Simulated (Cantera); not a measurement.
Input: 1 mol Si2Cl6, 56 mol N2, 0.62 mol H2, at 29.3 Torr.

Method: chemical equilibrium by Gibbs-energy minimisation in Cantera with the NASA 1993 tables (ideal gas, pure condensed phases). Candidate condensed phases: NH4Cl, Si, Si3N4; 28 gas species. The feed counts by its element totals alone. N2 is the only nitrogen source here; it is nearly inert below about 1500 K, so the nitride shown seldom forms there in practice. The tables' values for SiCl3 are old estimates; treat these amounts as uncertain. The numbers say what is thermodynamically allowed, not how fast it happens.

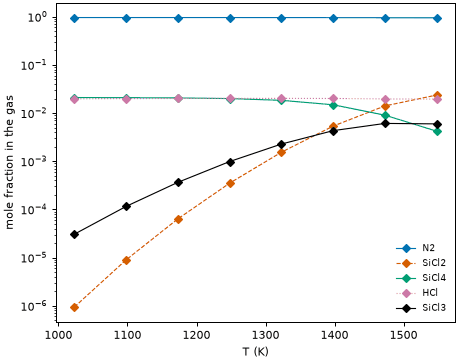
Figure. Equilibrium gas composition (values under 1e-9 drawn at 1e-9)

From 1023 K to 1473 K the condensed part is Si3N4(s). At 1548 K nothing is condensed. The main Si-bearing gas is SiCl4 at 1023 K and SiCl2 at 1548 K.
